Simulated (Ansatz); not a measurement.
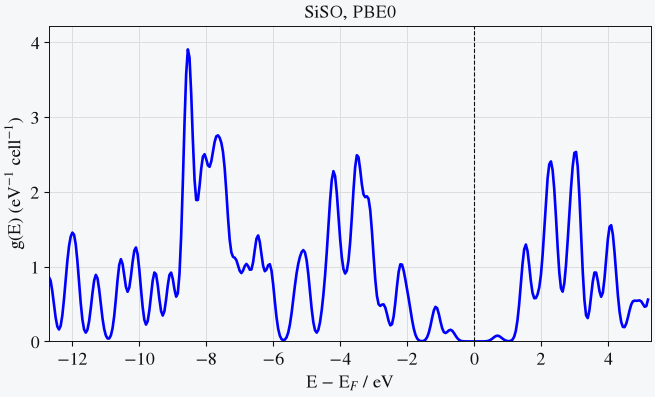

Density of states. Energies are counted from the Fermi level, put mid-gap where there is a gap. The curve is built from the levels of the k mesh with Gaussians 0.3 eV wide, which also blur the band edges.

The Ansatz input:

```
crystal:
  lattice:
    - [2.9344772862, 0.0, 0.0]
    - [-1.4672386431, 2.5413318767, 0.0]
    - [0.0, 0.0, 28.7492293624]
  atoms:
    - { symbol: Si, position: [0.3333333333, 0.6666666667, 0.3184609592] }
    - { symbol: O, position: [0.6666666667, 0.3333333333, 0.353751845] }
    - { symbol: S, position: [0.6666666667, 0.3333333333, 0.2669428045] }
  periodic: [true, true, false]
kpoints:
  mp_grid: { grid: [9, 9, 1] }
  band_path:
    path: [[0.0, 0.0, 0.0], [0.5, 0.0, 0.0], [0.3333333333, 0.3333333333, 0.0]]
    npoints: 1
hamiltonian:
  xc: pbe0
scf:
  occupations: { method: fixed }
  n_extra_bands: 4
output:
  forces: true
  stress: true
  eigenvalues: true
```

Run as:
```bash
ansatz run input.yaml --threads 4 --pin off --max-ram 5529MiB --backend cpu --events-out ev --progress --plain --runs-dir out
```

Metal or insulator, going by the density of states?

Answer. There is a gap; over the k points computed it is 1.40 eV (direct among those points).

Where is the tallest peak of the filled states in the window?

Answer. Within the window shown, the tallest peak of the filled states lies 7.8 eV under the valence-band top, at about 3.9 states per eV and cell.
